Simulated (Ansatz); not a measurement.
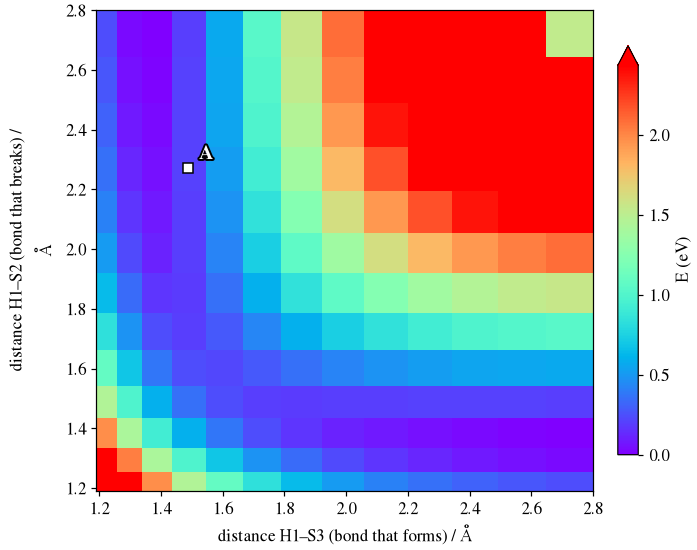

The reacting system H₃S₂, spin multiplicity 2. 
- First axis: distance H1–S3 (bond that forms). Second axis: distance H1–S2 (bond that breaks).
- Relaxed at each point: all other coordinates.
- Grid: 13 × 13 points.
- Points are written as (first, second).
- All energies are given in eV relative to the lowest grid point.
- Energies and slopes of some neighbouring points disagree (a jump in structure or state, or too coarse a mesh). In part of the range the unrestricted reference is strongly spin-contaminated.
- Theory: UKS PBE0-D4/def2-SVP in Ansatz 0.2.0.

The picture shows one coloured cell a grid point, one colour for all values above the top of the scale, the point A.

Which way does the force act at A, and how strong is it?

Answer. A, at (1.489 Å, 2.271 Å), is not a stationary point. The computed force is 2.2 eV for each Å towards smaller values of the first coordinate and 0.024 eV for each Å towards smaller values of the second coordinate.
